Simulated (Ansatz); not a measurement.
**C2H2N (charge −1): density, localisation and related maps**

Input

```
crystal:
  periodic: [false, false, false]
  atoms:
    - symbol: C
      position_ang: [-1.641215, 1.287333, -0.880692]
    - symbol: C
      position_ang: [-0.284854, 1.022525, -0.698225]
    - symbol: "N"
      position_ang: [0.858690, 0.742586, -0.568189]
    - symbol: H
      position_ang: [-1.891579, 2.040655, -1.637020]
    - symbol: H
      position_ang: [-2.252024, 1.341924, 0.028230]
basis:
  gaussian:
    orbitals: def2-TZVPD
output:
  forces: true
  orbitals: {seedname: orbitals}
hamiltonian:
  xc: {name: PBE0}
total_charge: -1
```

Run with:

```sh
ansatz run input.yaml --threads 1 --pin off --max-ram 2610MiB --events-out events.jsonl --progress --plain --runs-dir runs
```

Geometry: B3LYP-D3(BJ)/def2-SVPD; the highest occupied orbital lies above zero, a sign that basis and functional describe the outermost electron poorly.

Level of theory: Ansatz, isolated molecule in a Gaussian basis; Kohn-Sham density functional theory, functional PBE0.

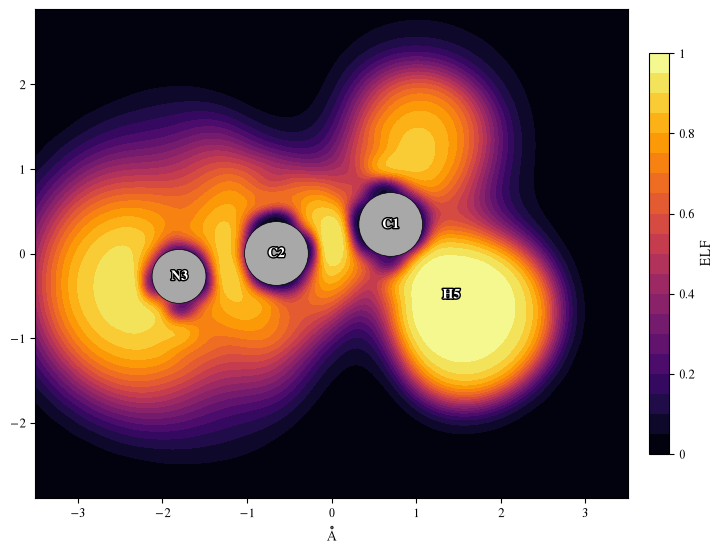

Figure 1. ELF on the plane of atoms C2, C1 and H5. Grey discs cover the atomic cores.

### Interpret the plot.

- Atoms in the plane: C, N and H.
- C–N (1.18 Å): the ELF peaks at about 0.85 between the atoms: a short, multiple covalent bond.
- C–C (1.39 Å): the ELF peaks at about 0.95 between the atoms: a covalent bond.
- C–H (1.10 Å): the ELF climbs to about 1 towards the hydrogen, as it does in any bond to H: an ordinary covalent bond to hydrogen.
- The ELF also peaks beside N3, away from the bonds: lone-pair regions.

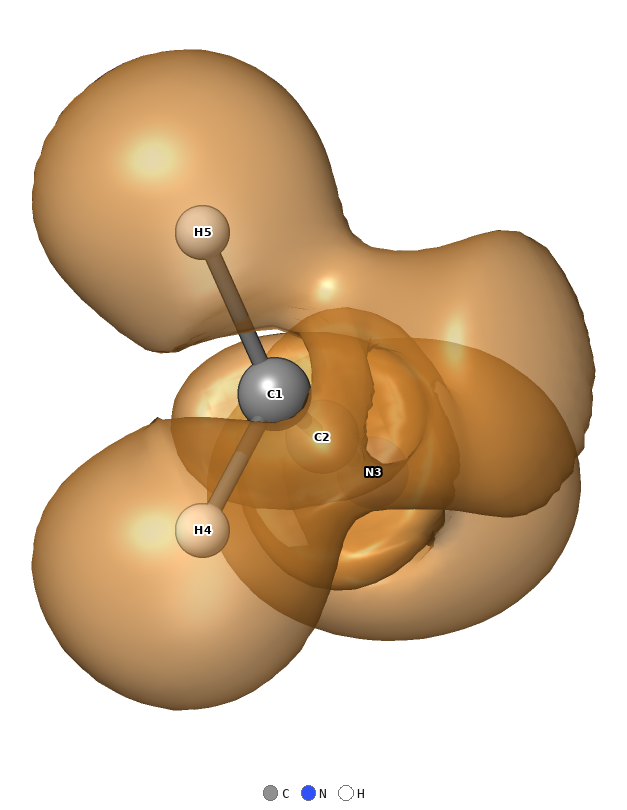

Figure 2. Isosurface of the ELF at 0.75 (orange), seen at an oblique angle. Core shells and regions of very low density are left out.

### Where are the electrons localised?

At this value the surface marks out one region on N in which the atom's valence shell and bonds are merged and one joined region spread over several atoms (C, H), in which their bonds and any lone pairs are merged.

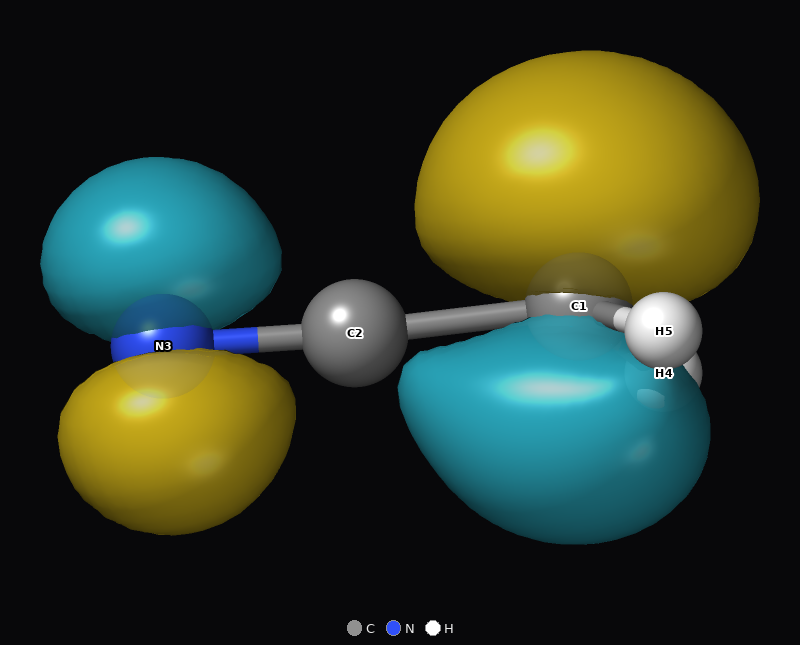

Figure 3. The HOMO at ±0.15 Å⁻³ᐟ² (yellow and cyan are the two phases), seen from one side.

### Describe this orbital and give its energy.

Its weight (Hirshfeld) is mainly on C1 (about 55 %), N3 (about 25 %) and C2 (about 10 %). Its energy is 0.52 eV.
